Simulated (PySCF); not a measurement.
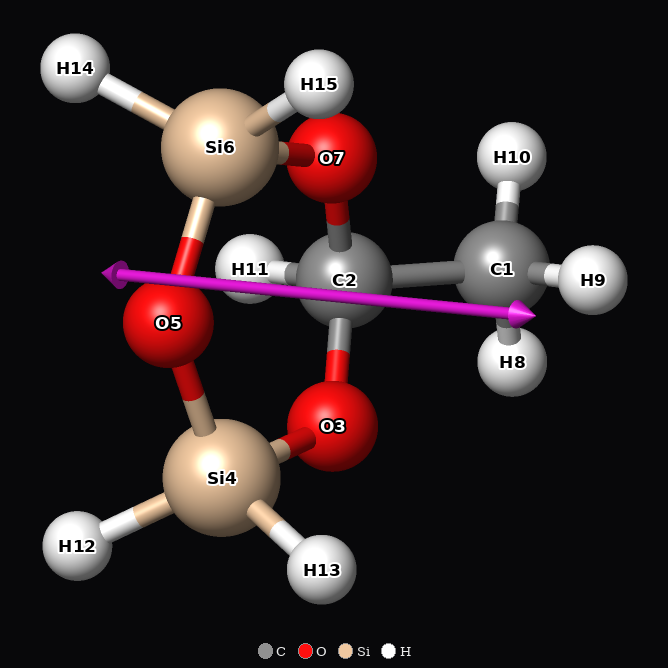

The double arrow shows the direction of the transition dipole to excited singlet state 1 (its length means nothing). Computed geometry: GFN2-xTB optimisation. No frequency run is at hand to confirm it as a minimum. Method: TDDFT B3LYP/def2-SVPD, vertical, gas phase, core orbitals frozen in the response (PySCF 2.14.0).

**Give its energy, strength and character.**

6.68 eV (185 nm), oscillator strength 0.021, mainly HOMO → LUMO (weight 0.98); transition dipole 0.91 D.

The geometry is semi-empirical. Around Si such bond lengths and angles can be off by a tenth of an ångström or more and by several degrees, and values that hang on the shape move with them.
